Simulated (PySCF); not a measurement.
Ga(OH)2(NH2), SMILES [NH2][Ga]([OH])[OH] (H₄GaNO₂), singlet at its PBE0/def2-SVP optimised geometry (Å):

```
8

Ga    -0.0783     0.0470     0.0000
O      1.7059     0.0470     0.0000
H      2.1086    -0.8252    -0.0423
O     -0.8653     1.6406     0.0000
H     -0.2323     2.3654    -0.0101
N     -1.1059    -1.4339    -0.0646
H     -2.1086    -1.3719     0.0599
H     -0.7598    -2.3654     0.1230
```

Level of theory: PySCF with PBE0/def2-TZVP. Cells within 0.4 Å of a nucleus heavier than hydrogen are left out (blank, or x).

Map of the Laplacian of the electron density (e/bohr⁵), clipped to [-1.50, 1.50] on the plane z = 0.0 Å:

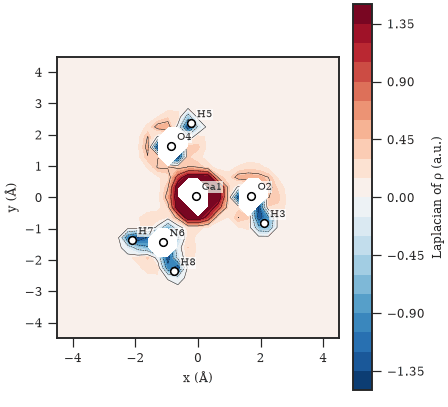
Fig. 1. Laplacian of the electron density (e/bohr⁵), clipped to [-1.50, 1.50] on the plane z = 0.0 Å.
